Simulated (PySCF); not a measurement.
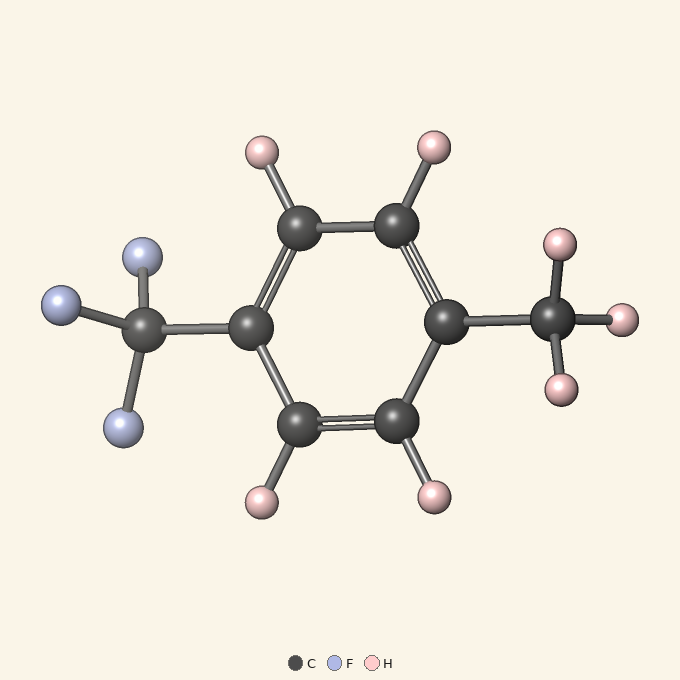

The geometry was computed by an optimisation with PBE0-D3(BJ)/def2-SVP. No frequency run is at hand to confirm it as a minimum.

Give the structural formula.

SMILES: Cc1ccc(C(F)(F)F)cc1

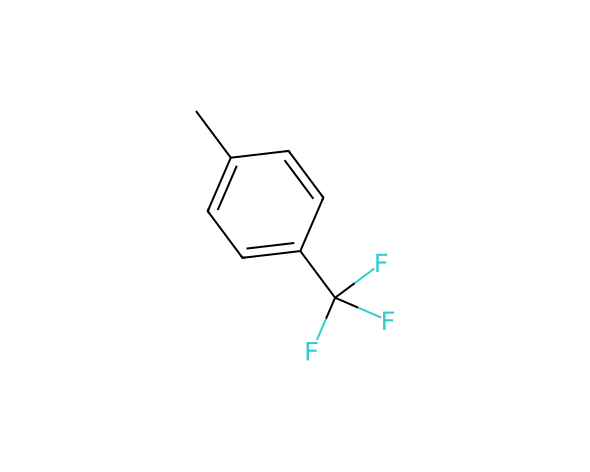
